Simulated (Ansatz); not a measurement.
# ScAlSe3 (model cell, started as cubic perovskite with Al in the octahedra): following an unstable mode, part 2 of 3

Which phase does ScAlSe3 (model cell, started as cubic perovskite with Al in the octahedra) fall into along its unstable mode, and how much energy does it gain?

Ansatz 0.2.0; DFT PBE, scalar-relativistic, plane waves, PAW; PAW set soft_1.

So far, highest frequency on the path or at a solved wavevector (cm⁻¹): step 2 (response at finite wavevector) 337. Also lowest frequency on the path (cm⁻¹): step 2 -187.

The structure was built from a prototype and need not be the compound's stable phase.

## 5. Energy along the mode, all amplitudes (two of the runs are shown above)

An imaginary frequency means negative curvature, so the energy should fall and then rise again as anharmonic terms take over.

Numbers from this step:

```
depth at the lowest point sampled  : 154.6 meV/atom
largest atomic shift at that point : 0.6 Å
```

Table of energy from the parent by largest atomic shift:

| largest atomic shift (Å) | energy from the parent (meV/atom) |
| --- | --- |
| 0.000 | 0 |
| 0.040 | -1.04 |
| 0.080 | -4.17 |
| 0.140 | -12.6 |
| 0.220 | -30.2 |
| 0.320 | -60.0 |
| 0.450 | -105 |
| 0.600 | -155 |

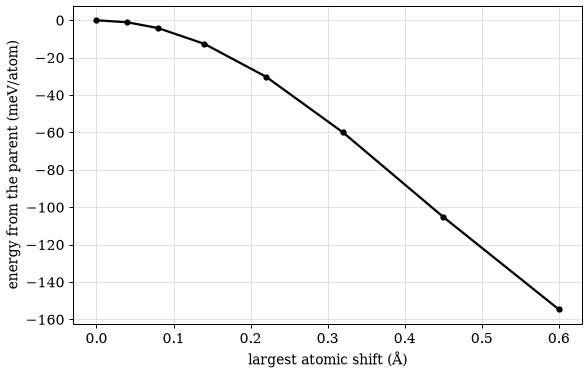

Energy from the parent, plotted against largest atomic shift.

Displacement at unit largest shift by atom:

| atom | x (Å) | y (Å) | z (Å) | size |
| --- | --- | --- | --- | --- |
| Sc1 | 0.577 | -0.577 | -0.577 | 0.999 |
| Sc2 | -0.577 | 0.577 | 0.577 | 0.999 |
| Al3 | 0.000 | 0.000 | 0.000 | 0.000 |
| Al4 | 0.000 | 0.000 | 0.000 | 0.000 |
| Se5 | 0.143 | -0.143 | 0.000 | 0.202 |
| Se6 | -0.143 | 0.143 | 0.000 | 0.202 |
| Se7 | 0.143 | 0.000 | -0.143 | 0.202 |
| Se8 | -0.143 | 0.000 | 0.143 | 0.202 |
| Se9 | 0.000 | 0.143 | 0.143 | 0.202 |
| Se10 | 0.000 | -0.143 | -0.143 | 0.202 |

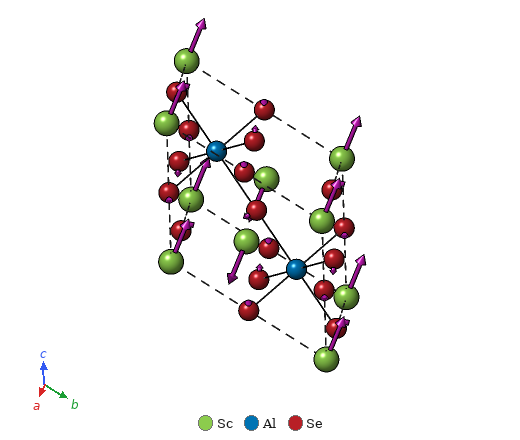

Displacement at unit largest shift as arrows, the longest 0.999 Å. Some periodic images of atoms are drawn too.

The lowest of the steps tried is the last one, at 0.6 Å, 155 meV/atom below the parent; the bottom of the well need not coincide with a step.

## 6. Relaxing from the distorted cell

Starting from the lowest point found, all atoms and the cell are let go, so that strain and other modes of the same symmetry can join in.

input.yaml

```yaml
crystal:
  lattice:
    - [4.8618479548, 4.8618479548, 0.0]
    - [4.8618479548, 0.0, 4.8618479548]
    - [4.8618479548, 0.0, -4.8618479548]
  atoms:
    - { symbol: Sc, position: [-0.0712507188, 0.0356253594, 0.1068760782] }
    - { symbol: Sc, position: [0.0712507188, 0.4643746406, 0.3931239218] }
    - { symbol: Al, position: [0.5, 0.25, 0.75] }
    - { symbol: Al, position: [0.5, 0.75, 0.25] }
    - { symbol: Se, position: [0.4823129764, 0.0176870236, 0.0176870236] }
    - { symbol: Se, position: [0.5176870236, 0.4823129764, 0.4823129764] }
    - { symbol: Se, position: [0.0, 0.5, 0.0176870236] }
    - { symbol: Se, position: [0.0, 0.0, 0.4823129764] }
    - { symbol: Se, position: [0.5176870236, 0.0, 0.4823129764] }
    - { symbol: Se, position: [0.4823129764, 0.5, 0.0176870236] }
kpoints:
  mp_grid: { grid: [8, 8, 8] }
hamiltonian:
  xc: pbe
  pseudopotentials: { kind: paw, azcp: { folder: soft_1 } }
scf:
  occupations: { method: methfessel_paxton, width: 0.2 }
output:
  forces: true
  stress: true
  eigenvalues: true
  write_density: true
  write_potential: true
  elf: true
  volumetric_format: npy
relax:
  adjacent_minimum: "off"
  f_tol: 0.002
  max_steps: 120
  cell: { stress_tol: 0.03 }
```

On the command line:

```sh
ansatz run input.yaml --threads 4 --pin off --max-ram 16384MiB --backend cpu --events-out ev --progress --plain --runs-dir out
```

Numbers of over 12 decimals in the logs are rounded to 6 here.

Log:

```text
[...]
Crystal: 10 atoms, lattice volume = 229.844 Å³
Basis set: ecut = 420 eV, 4573 PW (Γ), exchange–correlation on 96×96×96 points (8 copies of the dense FFT grid, shifted against one another)
Bands: 75, of which v1, the nominal top of the filled ones, is band 62 counted from 1 (61 counted from 0)
Symmetry: 12 space group operations
[...]
k-points: 65 of 512
[...]
SCF iter   1: F=—  HF=-38171.281164 eV  |F-HF|=—  |Δ(HF+E_count)|=         —  Δρ=1.06e-1  dr2=5.78e1  ethr=3.10e-3  ⟨swp⟩=7.0  Hψ=18365  notcnv=0
[...]
SCF iter  11: F=-38167.392657 eV  HF=-38167.392657 eV  |F-HF|=3.73e-9  |Δ(HF+E_count)|=   1.92e-7  S|Δr|=    0.00e0  Δρ=3.47e-6  dr2=3.97e-8  ethr=8.06e-11  ⟨swp⟩=12.2  Hψ=31855  notcnv=0
SCF 1 converged in 11 iterations: F = -38167.392657 eV  dr2 = 3.97e-8
[...]
relax step   1: F+E_penalty+E_count = -38167.39265651 eV  Δ(F+E_penalty+E_count) = +0.000e0 eV  max|allowed force component| = 7.124e-1 eV/Å  Δτ_max = 0.0000 Å  P = +2.656 GPa  Ω = 229.844 Å³  (11 SCF iters, dr2 threshold 1.00e-7 eV, accepted)
Crystal: 10 atoms, lattice volume = 239.119 Å³
Basis set: ecut = 420 eV, 4699 PW (Γ), exchange–correlation on 96×96×96 points (8 copies of the dense FFT grid, shifted against one another)
[...]
SCF iter   8: F=-38168.096902 eV  HF=-38168.096902 eV  |F-HF|=3.51e-8  |Δ(HF+E_count)|=   3.51e-7  S|Δr|=    0.00e0  Δρ=5.47e-6  dr2=7.71e-8  ethr=8.06e-10  ⟨swp⟩=12.4  Hψ=42814  notcnv=0
SCF 2 converged in 8 iterations: F = -38168.096902 eV  dr2 = 7.71e-8
  Residual-converged pass: ⟨swp⟩=1.0  Hψ=5135  notcnv=0  max |occ|·‖R‖ = 7.0e-9 eV (tolerance 1.0e-8 eV)  dr2=7.71e-8  dr2_onsite=1.14e-8  max |Δocc| = 1.8e-11
[...]
relax step   2: F+E_penalty+E_count = -38168.09690245 eV  Δ(F+E_penalty+E_count) = -7.042e-1 eV  max|allowed force component| = 5.039e-1 eV/Å  Δτ_max = 0.1948 Å  P = +1.989 GPa  Ω = 239.119 Å³  energy of the carried Pulay correction = -6.430e-4 eV  (8 SCF iters, dr2 threshold 1.00e-6 eV, accepted)
Crystal: 10 atoms, lattice volume = 249.391 Å³
Basis set: ecut = 420 eV, 4869 PW (Γ), exchange–correlation on 96×96×96 points (8 copies of the dense FFT grid, shifted against one another)
[...]
SCF iter   8: F=-38168.513078 eV  HF=-38168.513078 eV  |F-HF|=9.16e-8  |Δ(HF+E_count)|=   1.07e-6  S|Δr|=    0.00e0  Δρ=5.93e-6  dr2=7.07e-8  ethr=8.06e-10  ⟨swp⟩=14.8  Hψ=48126  notcnv=0
SCF 3 converged in 8 iterations: F = -38168.513078 eV  dr2 = 7.07e-8
[...]
relax step   3: F+E_penalty+E_count = -38168.51307760 eV  Δ(F+E_penalty+E_count) = -4.162e-1 eV  max|allowed force component| = 1.744e-1 eV/Å  Δτ_max = 0.1988 Å  P = +1.639 GPa  Ω = 249.391 Å³  energy of the carried Pulay correction = -1.326e-3 eV  (8 SCF iters, dr2 threshold 1.00e-6 eV, accepted)
[...]
relax step   4: F+E_penalty+E_count = -38168.70291828 eV  Δ(F+E_penalty+E_count) = -1.898e-1 eV  max|allowed force component| = 2.238e-1 eV/Å  Δτ_max = 0.1937 Å  P = -0.471 GPa  Ω = 262.781 Å³  energy of the carried Pulay correction = -2.174e-3 eV  (8 SCF iters, dr2 threshold 1.00e-6 eV, accepted)
[...]
relax step   5: F+E_penalty+E_count = -38168.71935871 eV  Δ(F+E_penalty+E_count) = -1.644e-2 eV  max|allowed force component| = 2.146e-1 eV/Å  Δτ_max = 0.1232 Å  P = +0.739 GPa  Ω = 265.823 Å³  energy of the carried Pulay correction = -2.361e-3 eV  (7 SCF iters, dr2 threshold 1.00e-6 eV, accepted)
[...]
relax step   6: F+E_penalty+E_count = -38168.73648608 eV  Δ(F+E_penalty+E_count) = -1.713e-2 eV  max|allowed force component| = 7.217e-2 eV/Å  Δτ_max = 0.0495 Å  P = -0.172 GPa  Ω = 266.284 Å³  energy of the carried Pulay correction = -2.389e-3 eV  (7 SCF iters, dr2 threshold 1.00e-6 eV, accepted)
[...]
relax step   7: F+E_penalty+E_count = -38168.73848772 eV  Δ(F+E_penalty+E_count) = -2.002e-3 eV  max|allowed force component| = 1.663e-3 eV/Å  Δτ_max = 0.0055 Å  P = -0.011 GPa  Ω = 265.853 Å³  energy of the carried Pulay correction = -2.362e-3 eV  (5 SCF iters, dr2 threshold 3.26e-7 eV, accepted)
[...]
relax step   8: F+E_penalty+E_count = -38168.74416831 eV  Δ(F+E_penalty+E_count) = -5.681e-3 eV  max|allowed force component| = 1.368e-3 eV/Å  Δτ_max = 0.0000 Å  P = +0.019 GPa  Ω = 265.853 Å³  stress off target by 4.01e-2 GPa  SCF on the basis re-selected at this cell (its energy is not comparable with the rows above)  (9 SCF iters)
[...]
relax step   9: F+E_penalty+E_count = -38168.74418538 eV  Δ(F+E_penalty+E_count) = -1.708e-5 eV  max|allowed force component| = 4.921e-4 eV/Å  Δτ_max = 0.0022 Å  P = +0.004 GPa  Ω = 266.002 Å³  energy of the carried Pulay correction = -8.904e-6 eV  (7 SCF iters, dr2 threshold 4.03e-9 eV, accepted)
[...]
SCF iter   8: F=-38168.744193 eV  HF=-38168.744193 eV  |F-HF|=0.00e0  |Δ(HF+E_count)|=  2.91e-11  S|Δr|=    0.00e0  Δρ=3.39e-8  dr2=5.58e-12  ethr=1.00e-12  ⟨swp⟩=5.2  Hψ=20787  notcnv=0
SCF 10 converged in 8 iterations: F = -38168.744193 eV  dr2 = 5.58e-12
relax step  10: F+E_penalty+E_count = -38168.74419318 eV  Δ(F+E_penalty+E_count) = -7.794e-6 eV  max|allowed force component| = 4.878e-4 eV/Å  Δτ_max = 0.0000 Å  P = +0.004 GPa  Ω = 266.002 Å³  stress off target by 8.37e-3 GPa  SCF on the basis re-selected at this cell (its energy is not comparable with the rows above)  (8 SCF iters)
[...]
SCF converged after 8 iterations
[...]
Free energy (F): -38168.744193 eV
[...]
Internal energy: -38168.746586 eV  (E = F + TS)
E sigma→0 (E₀):  -38168.744791 eV
Entropy (-TS):   0.002393 eV (0.239 meV/atom)
Fermi energy:    6.371697 eV
[...]
--- Forces (eV/Å), atoms counted from 1 ---
  atom   1  Sc    -0.00032065     0.00032065     0.00032065
  atom   2  Sc     0.00032065    -0.00032065    -0.00032065
  atom   3  Al     0.00000000     0.00000000     0.00000000
  atom   4  Al    -0.00000000    -0.00000000     0.00000000
  atom   5  Se    -0.00010383     0.00010383    -0.00048781
  atom   6  Se     0.00010383    -0.00010383     0.00048781
  atom   7  Se    -0.00010383    -0.00048781     0.00010383
  atom   8  Se     0.00010383     0.00048781    -0.00010383
  atom   9  Se    -0.00048781    -0.00010383    -0.00010383
  atom  10  Se     0.00048781     0.00010383     0.00010383
  max |Σ_I F_I| component: 6.68e-18 eV/Å
--- Stress (GPa, compression-positive) ---
        0.004458      -0.001956      -0.001956
       -0.001956       0.004458       0.001956
       -0.001956       0.001956       0.004458
  P = ⅓ Tr σ = 0.0045 GPa (0.045 kbar)
--- Band table (eV; the first three rows and the last of 65) ---
  k-point 0: bands = [... 58 lower, 5.3822, 5.6183, 5.6183, 5.7073, 6.8083, 7.3011, 7.5254, 7.5254, ... 9 higher]
  k-point 1: bands = [... 58 lower, 5.3863, 5.5959, 5.5959, 5.7363, 6.7634, 7.4069, 7.5085, 7.5085, ... 9 higher]
  k-point 2: bands = [... 58 lower, 5.5506, 5.5506, 5.7585, 5.8180, 6.6441, 7.4890, 7.4890, 7.5165, ... 9 higher]
  k-point 64: bands = [... 58 lower, 4.9604, 5.1943, 5.2143, 5.8012, 7.5090, 7.7176, 7.7562, 8.0738, ... 9 higher]
--- Relaxed structure (8 steps of the walk, 8 accepted, 2 SCFs on fresh bases) ---
  F+E_penalty+E_count = -38168.74419318 eV   max|allowed force component| = 4.878e-4 eV/Å   (the final SCF, on the basis selected at the relaxed cell)
  cell:  # Å, volume = 266.0022 Å³
    - [4.959185, 4.959185, 0.0]
    - [4.959185, -2.7755575615628914e-17, 4.959185]
    - [5.258378, -0.299193, -5.258378]
  atoms:
    - { symbol: Sc, position: [-0.149875, 0.074937, 0.224812] }
    - { symbol: Sc, position: [0.149875, 0.425063, 0.275188] }
    - { symbol: Al, position: [0.500000, 0.250000, 0.75] }
    - { symbol: Al, position: [0.500000, 0.750000, 0.250000] }
    - { symbol: Se, position: [0.489605, 0.00975464, 0.011036] }
    - { symbol: Se, position: [0.510395, 0.490245, 0.488964] }
    - { symbol: Se, position: [-0.00128097, 0.500640, 0.011036] }
    - { symbol: Se, position: [0.00128097, -0.000640484, 0.488964] }
    - { symbol: Se, position: [0.510395, -0.000640484, 0.488964] }
    - { symbol: Se, position: [0.489605, 0.500640, 0.011036] }
```

Elapsed: 3.4 min, on 4 threads of Arm Neoverse V2, shared host; peak memory 1.4 GiB.

Step by step:

```
step  energy less that of the first step (eV)  largest force component (eV/Å)  pressure (GPa)  volume (Å³)
   1                                   0.0000                          0.7124            2.66       229.84
   2                                  -0.7042                          0.5039            1.99       239.12
   3                                  -1.1204                          0.1744            1.64       249.39
   4                                  -1.3103                          0.2238           -0.47       262.78
   5                                  -1.3267                          0.2146            0.74       265.82
   6                                  -1.3438                          0.0722           -0.17       266.28
   7                                  -1.3458                          0.0017           -0.01       265.85
  8*                                  -1.3515                          0.0014            0.02       265.85
   9                                  -1.3515                          0.0005            0.00       266.00
 10*                                  -1.3515                          0.0005            0.00       266.00
```

Relaxation steps marked * repeat the geometry before them on a plane-wave basis chosen anew for their cell, so energy and pressure can jump there.

The run keeps the 12 symmetry operations that it works with, so distortions that break them were not tested.

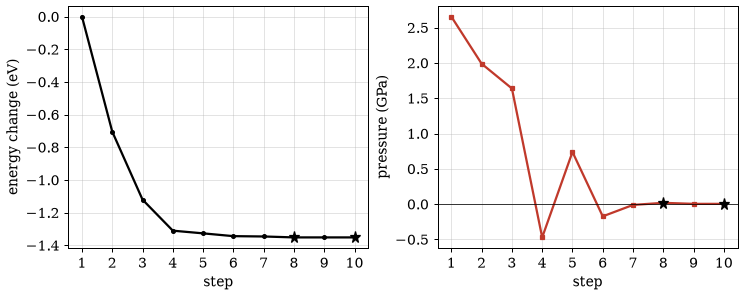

Energy and pressure along the relaxation. Stars mark steps on a basis chosen anew.

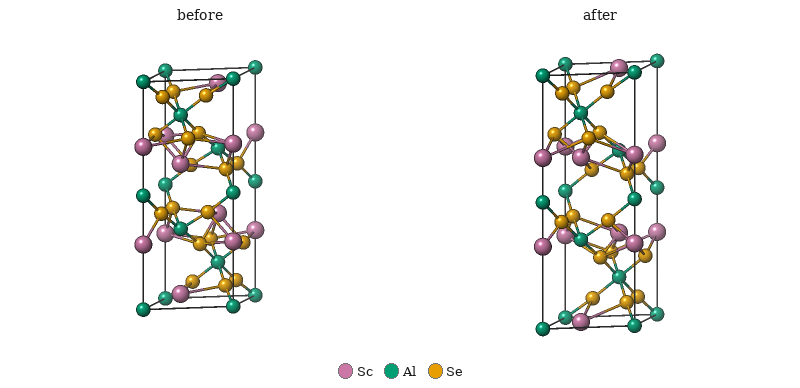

Before and after, at one scale. Bonds to atoms that aren't drawn are left out.

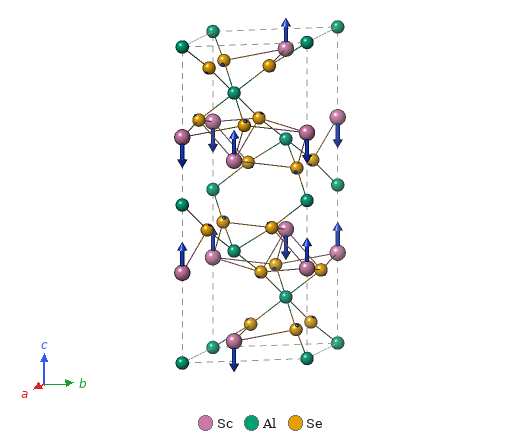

Displacements in the relaxation, exaggerated, measured against the changing cell; the longest in the cell stands for 0.74 Å. Bonds to atoms that aren't drawn are left out. Some periodic images of atoms are drawn too.

```csv
"conventional cell, symmetrised",before,after,change
a (Å),6.876,7.013,+2.0 %
b (Å),6.876,7.013,+2.0 %
c (Å),16.842,18.734,+11.2 %
volume (Å³/atom),22.98,26.60,+15.7 %
```

The atoms that moved most (Å, as changes of fractional coordinates times the final cell):

```csv
atom,dx,dy,dz,length
Sc1,0.425,-0.425,-0.425,0.736
Sc2,-0.425,0.425,0.425,0.736
Se5,-0.038,0.038,-0.004,0.054
Se9,-0.004,-0.038,-0.038,0.054
Se7,-0.038,-0.004,0.038,0.054
Se6,0.038,-0.038,0.004,0.054
Se8,0.038,0.004,-0.038,0.054
Se10,0.004,0.038,0.038,0.054
```

Numbers from this step:

| Item | Value |
| --- | --- |
| pressure | 0.004458 GPa |
| volume per atom | 26.60 Å³ |

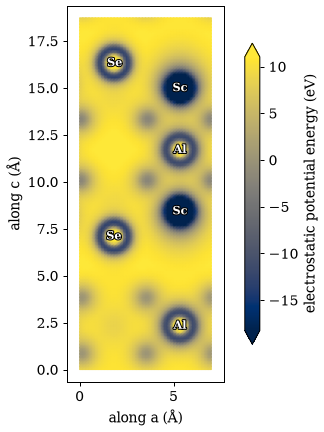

Electrostatic potential energy in the ac plane of the conventional cell at fractional y = 0.000, with atoms of Sc and Al and Se within 0.2 Å of it. With pseudopotentials it is smooth inside the atoms' cores, unlike the true potential. The map starts off the cell's origin, so that atoms lie inside it.

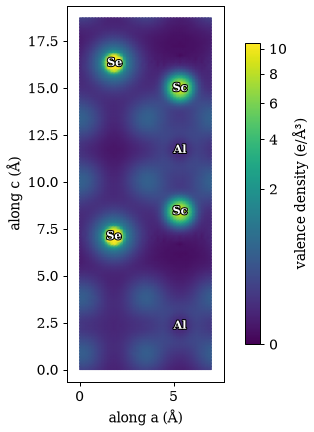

Valence density in the ac plane of the conventional cell at fractional y = 0.000, with atoms of Sc and Al and Se within 0.2 Å of it. It is the smooth field of the valence electrons, not physical close to the nuclei. The map starts off the cell's origin, so that atoms lie inside it. The colour scale is stretched toward low values.

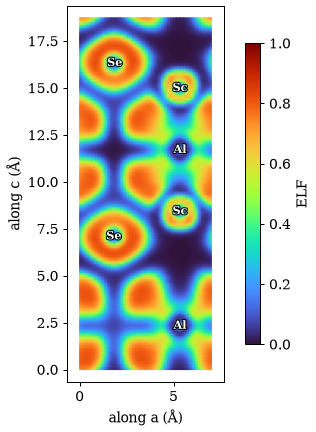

ELF in the ac plane of the conventional cell at fractional y = 0.000, with atoms of Sc and Al and Se within 0.2 Å of it. It is the smooth field of the valence electrons, not physical close to the nuclei. The map starts off the cell's origin, so that atoms lie inside it.

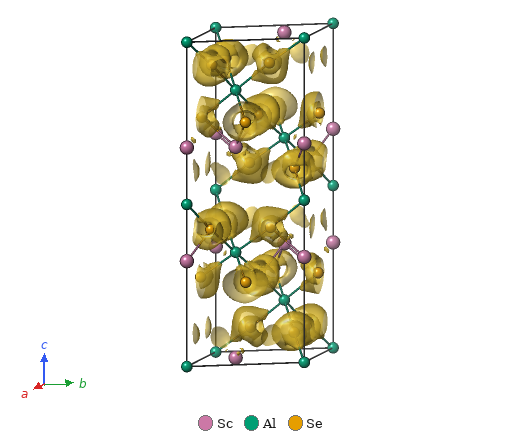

Surface of ELF = 0.75. Bonds to atoms that aren't drawn are left out.

The distorted start has space group R-3m; the relaxation ends in R-3m.

## 7. The new phase in its own primitive cell

The relaxed structure is symmetrised, reduced to its primitive cell and relaxed tightly, as its phonons need.

input.yaml

```yaml
crystal:
  lattice:
    - [3.5066734299, 2.0245788487, 6.2445909814]
    - [-3.5066734299, 2.0245788487, 6.2445909814]
    - [0.0, -4.0491576974, 6.2445909814]
  atoms:
    - { symbol: Sc, position: [0.6750627044, 0.6750627044, 0.6750627044] }
    - { symbol: Sc, position: [0.3249372956, 0.3249372956, 0.3249372956] }
    - { symbol: Al, position: [0.5, 0.5, 0.5] }
    - { symbol: Al, position: [0.0, 0.0, 0.0] }
    - { symbol: Se, position: [0.2493595158, 0.7402453565, 0.2493595158] }
    - { symbol: Se, position: [0.7506404842, 0.2597546435, 0.7506404842] }
    - { symbol: Se, position: [0.2493595158, 0.2493595158, 0.7402453565] }
    - { symbol: Se, position: [0.7506404842, 0.7506404842, 0.2597546435] }
    - { symbol: Se, position: [0.2597546435, 0.7506404842, 0.7506404842] }
    - { symbol: Se, position: [0.7402453565, 0.2493595158, 0.2493595158] }
kpoints:
  mp_grid: { grid: [6, 6, 6] }
hamiltonian:
  xc: pbe
  pseudopotentials: { kind: paw, azcp: { folder: soft_1 } }
scf:
  occupations: { method: methfessel_paxton, width: 0.2 }
output:
  forces: true
  stress: true
  eigenvalues: true
relax:
  adjacent_minimum: "off"
  f_tol: 0.001
  max_steps: 60
  cell: { stress_tol: 0.01 }
```

Log:

```text
[...]
Crystal: 10 atoms, lattice volume = 266.002 Å³
Basis set: ecut = 420 eV, 5193 PW (Γ), exchange–correlation on 100×100×100 points (8 copies of the dense FFT grid, shifted against one another)
Bands: 75, of which v1, the nominal top of the filled ones, is band 62 counted from 1 (61 counted from 0)
Symmetry: 12 space group operations
[...]
k-points: 32 of 216
[...]
- { symbol: Al, position: [0.500000, 0.500000, 0.500000] }
    - { symbol: Al, position: [0, 0, 0] }
    - { symbol: Se, position: [0.249377, 0.740009, 0.249377] }
    - { symbol: Se, position: [0.750623, 0.259991, 0.750623] }
    - { symbol: Se, position: [0.249377, 0.249377, 0.740009] }
    - { symbol: Se, position: [0.750623, 0.750623, 0.259991] }
    - { symbol: Se, position: [0.259991, 0.750623, 0.750623] }
    - { symbol: Se, position: [0.740009, 0.249377, 0.249377] }
[key lines of the parts left out:]
SCF converged after 7 iterations
Free energy (F): -38168.742639 eV
Fermi energy:    6.392081 eV
P = ⅓ Tr σ = -0.0031 GPa (-0.031 kbar)
```

Wall time 48 s (4 threads); peak memory 1.1 GiB; 3.1 min of CPU time.

Little changed from the start: no atom moved by 0.005 Å and no cell edge by 0.1 %.

Numbers from this step:

* pressure: -0.003146 GPa
* volume per atom: 26.59 Å³
* gap on the k-mesh: 0.05633 eV
* direct gap on mesh: 0.1226 eV

The largest force component left is 0.33 meV/Å and the pressure is -0.003 GPa, within the tolerances set. The cell now holds 26.59 Å³/atom.

(Continued in part 3 of 3.)

[Logs are printed without paths, hosts, clocks, repeated set-up lines and the standing remarks that a program may print on its own settings, such as how far it seeks lower states.]

[Hosts, paths, dates, database ids (printed as entryN), source tags and the programs' standing remarks are cut or masked in the printed files.]
